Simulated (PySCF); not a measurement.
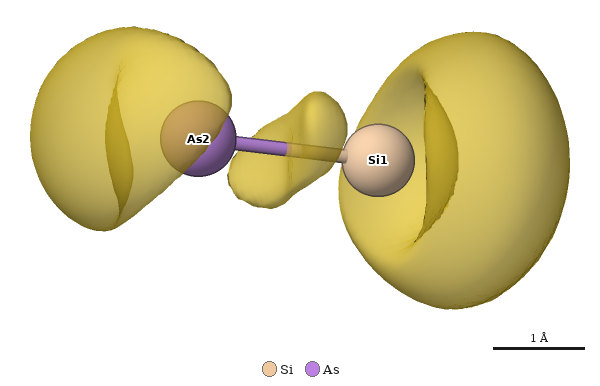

Figure 1: SiAs (doublet). Isosurface of the ELF at 0.8 (yellow), seen from one side. Core shells and regions of very low density are left out.

Level of theory: PBE0/def2-TZVPPD, non-relativistic Hamiltonian with scalar-relativistic core potentials where named, at a bond length of 2.176 Å in PySCF.

What do the ELF domains correspond to?

Answer. The ELF exceeds this value in one region between bonded As–Si atoms (shared pairs), one lobe on As, pointing away from the bonds (non-bonding electrons) and one lobe on Si, pointing away from the bonds (non-bonding electrons). Profiles from the grid: Si–As (2.18 Å): the ELF peaks at about 0.85 between the atoms (localised, covalent bonding).
